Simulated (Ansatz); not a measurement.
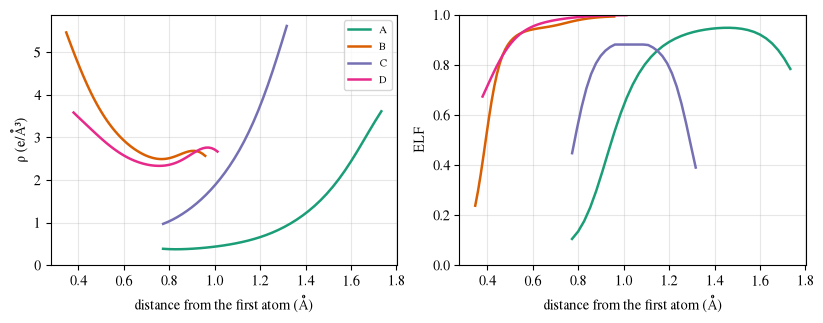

Figure 1: H$_{4}$O$_{2}$Si···NH$_{3}$. Total electron density and ELF along straight lines between neighbouring atoms. The curves leave out the atomic cores.

The product side of a reaction path; geometry: PBE0-D4/def2-TZVP.

Level of theory: RKS PBE0-D4/def2-TZVPP (Ansatz).

| atom | x (Å) | y (Å) | z (Å) |
| --- | --- | --- | --- |
| Si | -0.2213 | 0.5674 | -0.4055 |
| N | -0.1775 | -1.2501 | 0.7109 |
| H | -0.1609 | 1.8767 | -1.1846 |
| H | -1.6609 | 0.2158 | -0.5867 |
| O | 0.2145 | 1.1685 | 1.0935 |
| H | 0.7656 | -1.3932 | 1.0532 |
| O | 0.8772 | -0.2994 | -1.3222 |
| H | -0.8052 | -1.1972 | 1.5038 |
| H | -0.4320 | -2.0357 | 0.1249 |
| H | 0.3765 | 2.1125 | 1.0515 |
| H | 1.2241 | 0.2347 | -2.0388 |

Which curve belongs to which contact (N–H, O–H, Si–N and Si–O)? The first atom named is at distance zero.

Curve A: Si1···N2 (2.13 Å): the density falls to about 0.37 e/Å³ on the way; the ELF peaks at about 0.95 in the valence shell of N, 0.7 Å from its nucleus, and is about 0.75 at the midpoint. Curve B: O–H (0.96 Å): ρ is about 3.8 e/Å³ halfway; the ELF climbs to about 1 towards the hydrogen, as it does in any bond to H; an ordinary covalent bond to hydrogen. Curve C: Si–O (1.67 Å): the density is about 1.1 e/Å³ at the midpoint; the ELF peaks at about 0.90 between the atoms (a polar covalent bond). Curve D: N–H (1.01 Å): the density is about 2.9 e/Å³ at the midpoint; the ELF climbs to about 1 towards the hydrogen (a covalent bond by its length).
